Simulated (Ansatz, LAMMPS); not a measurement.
# Charge trapping in amorphous 41Ga2O3-59SiO2 (mol %) (111 atoms): runs compared

Does an extra electron or hole in amorphous 41Ga2O3-59SiO2 (mol %) (111 atoms) stay spread out, or do the atoms trap it?

Computed with Ansatz 0.2.0: Kohn-Sham DFT, PBE, PAW (set soft_1), plane waves.

## 1. The cell as built

The cell holds 111 atoms: 24 Ga, 17 Si and 70 O. Its edges and angles: a = 10.983 Å, b = 10.983 Å, c = 10.983 Å, α = 90.0°, β = 90.0°, γ = 90.0°. 111 atoms (24 Fe, 17 Si, 70 O) placed at random at 3.3 g/cm³, melted at 5000 K for 10 ps at fixed volume with the Morse and Coulomb pair potential with partial charges (Pedone, Malavasi, Menziani, Cormack and Segre, J. Phys. Chem. B 110, 11780 (2006)). Quenched from 5000 K to 300 K at 50 K/ps and fixed volume, held 10 ps at zero pressure, then minimised at fixed cell. Then Fe was replaced by Ga and the cell scaled by 1.005 (the potential has no terms for the new elements, so the cell is a start for a DFT relaxation).

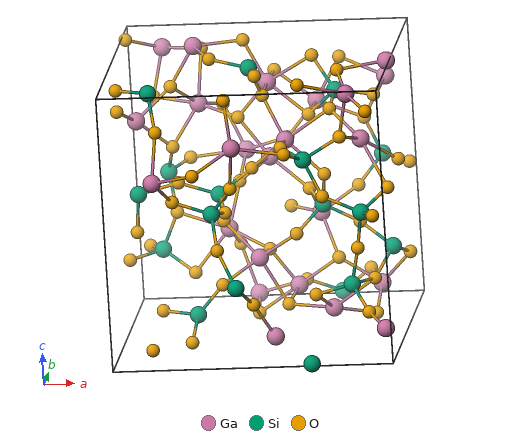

The cell as built. Bonds to atoms that aren't drawn are left out. Some periodic images of atoms are drawn too.

Limits known from the start: The quench rate of 50 K/ps is orders of magnitude faster than experiment, which tends to freeze in extra defects. The starting topology of bonds comes from the classical model, and needn't be the one that DFT or experiment would give. Sampling is at Γ alone, for a cell whose shortest periodic width is 11 Å.

## 2. The reference run

The reference is a single point at the end of the relaxation.

The charged cells start from the geometry of this run, on a uniform background, with spin and a narrow Fermi–Dirac smearing.

Its input, with most atom lines left out:

```yaml
crystal:
  lattice:
    - [10.98262, 0.0, 0.0]
    - [0.0, 10.98262, 0.0]
    - [0.0, 0.0, 10.98262]
  atoms:
    - { symbol: Ga, position: [0.69168, 0.87752, 0.33523] }
    - { symbol: Ga, position: [0.23737, 0.84403, 0.71207] }
    - { symbol: Ga, position: [0.53152, 0.22518, 0.01367] }
    - { symbol: Ga, position: [0.43941, 0.96, 0.98418] }
    - { symbol: Ga, position: [0.35127, 0.82655, 0.2716] }
    - { symbol: Ga, position: [0.44548, 0.5519, 0.25947] }
    - { symbol: Ga, position: [0.27131, 0.7386, 0.98926] }
    [... atom lines 8 to 111 left out ...]
kpoints:
  mp_grid: { grid: [1, 1, 1] }
hamiltonian:
  xc: pbe
  pseudopotentials: { kind: paw, azcp: { folder: soft_1 } }
scf:
  occupations: { method: fixed }
output:
  forces: true
  stress: true
  populations: true
  dos:
    method: { smearing: { sigma: 0.15 } }
    de: 0.1
    projected: { site_lists: { Ga: [Ga], O: [O], Si: [Si] } }
  eigenvalues: true
  write_density: true
  write_potential: true
  volumetric_format: npy
```

| Property | Result |
| --- | --- |
| free energy per atom | -1273.7134 eV/atom |
| r.m.s. force component | 0.01143 eV/Å |
| pressure | 2.967 GPa |

Filled and empty levels are parted by 2.45 eV (at Γ alone); a semilocal functional tends to put such gaps too low. In a disordered cell it changes from sample to sample, and tail or defect levels can set it.

## 3. The runs

Each row is one run, on 4 threads of Intel Xeon Platinum 8488C (Sapphire Rapids), shared host. The free energy is the program's total, comparable only between runs with the same functional, potentials and atoms; between charge states it hangs on the program's zero of potential.

| run | atoms | outcome | ionic steps, all passes | free energy (eV) | time | host memory (GiB) |
| --- | --- | --- | --- | --- | --- | --- |
| Single point at the start | 111 | converged | - | -141374.878 | 15 s | 2.0 |
| Relaxation | 111 | converged | 27 | -141382.190 | 4.3 min | 2.0 |
| Single point at the relaxed geometry | 111 | converged | - | -141382.190 | 26 s | 2.1 |
| An extra electron, atoms held | 111 | converged | - | -141374.236 | 63 s | 3.5 |
| An extra electron, atoms relaxed | 111 | converged | 4 | -141374.271 | 1.9 min | 3.4 |
| An extra electron, levels at the relaxed geometry | 111 | converged | - | -141374.271 | 62 s | 3.5 |
| Neutral at the geometry of the electron | 111 | converged | - | -141382.153 | 22 s | 2.1 |
| An extra hole, atoms held | 111 | converged | - | -141387.393 | 64 s | 3.5 |
| An extra hole, atoms relaxed | 111 | converged | 11 | -141387.760 | 4.4 min | 3.4 |
| An extra hole, levels at the relaxed geometry | 111 | converged | - | -141387.760 | 52 s | 3.5 |
| Neutral at the geometry of the hole | 111 | converged | - | -141381.188 | 21 s | 2.1 |

In some runs the program notes that the exchange-correlation potential is rough where the density is thin.

Local excerpt of 8 atoms (numbers count through the whole input) about O83, which holds the most spin of the extra hole after relaxation; x, y, z are measured from there.

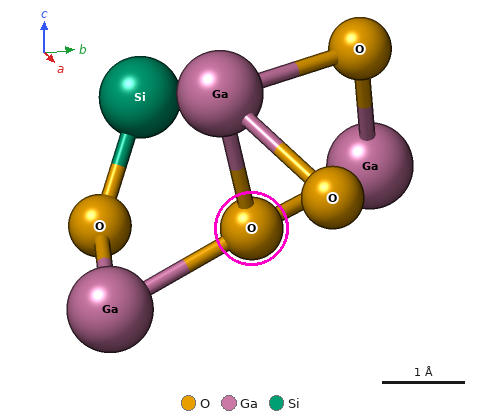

The atoms of the table, within 2.6 Å (arrows a, b, c point along x, y, z); some may hide others; the central atom is ringed.

| atom | x | y | z | distance (Å) | Löwdin charge (e) | moment (μB) |
| --- | --- | --- | --- | --- | --- | --- |
| O83 | 0.00 | 0.00 | 0.00 | 0.00 | -0.49 | 0.51 |
| Ga13 | -0.83 | 1.74 | 0.44 | 1.98 | 1.07 | 0.00 |
| Ga19 | 0.10 | -1.83 | -0.87 | 2.03 | 1.06 | 0.00 |
| Ga15 | 0.61 | -0.58 | 1.93 | 2.10 | 1.11 | 0.00 |
| O60 | -1.77 | -1.44 | -0.34 | 2.31 | -0.61 | 0.22 |
| O102 | 2.23 | 0.40 | 0.97 | 2.47 | -0.64 | 0.10 |
| O107 | 0.06 | 1.37 | 2.21 | 2.60 | -0.72 | 0.00 |
| Si34 | -2.25 | -0.79 | 1.13 | 2.64 | 1.64 | 0.00 |

## 4. Energies and spread of the extra charge

Energies are differences within one cell and functional; the shift is the gain plus the neutral cell's energy at the new geometry, that is how much cheaper the vertical process becomes there. The spread is the participation number of the site moments (1/Σw², over the spin inside atomic spheres), with the atom that holds the largest share and the spin that the spheres hold in all.

| carrier | charged less neutral, atoms held (eV) | gain on relaxing (eV) | neutral cell at that geometry, less the reference (eV) | shift of the vertical energy (eV) | spread, atoms held | spread, relaxed |
| --- | --- | --- | --- | --- | --- | --- |
| electron | 7.955 | 0.035 | 0.037 | 0.072 | 78; Ga7 3 % of 0.22 μB | 74; Ga7 4 % of 0.26 μB |
| hole | -5.203 | 0.367 | 1.002 | 1.369 | 15; O83 17 % of 0.83 μB | 3; O83 57 % of 0.91 μB |

## 5. Outcome

The extra electron gains 0.035 eV as the atoms relax, and its spin stays on about 74 atoms: it stays spread out at this level. The cell with the electron ends on a moment of 0.67 μB, short of the 1 μB of one unpaired electron, so the spin density holds only part of the carrier. With the atoms held, the spheres hold only 0.22 of the 0.56 μB, so the spread is read from a small part of the spin. The extra hole gains 0.37 eV as the atoms relax, and its spin goes from about 15 to 3 atoms: the atoms trap it, with the largest share on O83. The O83–O60 distance goes from 2.57 to 2.31 Å. Adding the two vertical energies gives 2.75 eV, against a gap of 2.45 eV in the neutral cell. The zero of the potential cancels in this sum; the excess isn't taken apart here: charging of a small cell, filling of bands on a coarse mesh and the attraction to the background can all enter.

**Limits.** Single energies of charged cells hang on the program's zero of potential. In the spin-polarised runs the search for a state of lower energy was switched off. No distortion was seeded, so a trapped state behind a barrier can't be found. Local and semilocal functionals favour spread-out charges, so trapping can be missed. The pressure of 3.0 GPa shows the cell to be compressed for this functional. Charged cells carry a uniform background, with no correction for images.

The DFT runs together took 16 min of wall time.

[Logs are printed without paths, hosts, clocks, repeated set-up lines and the standing remarks that a program may print on its own settings, such as how far it seeks lower states.]

[Hosts, paths, dates, database ids (printed as entryN), source tags and the programs' standing remarks are cut or masked in the printed files.]
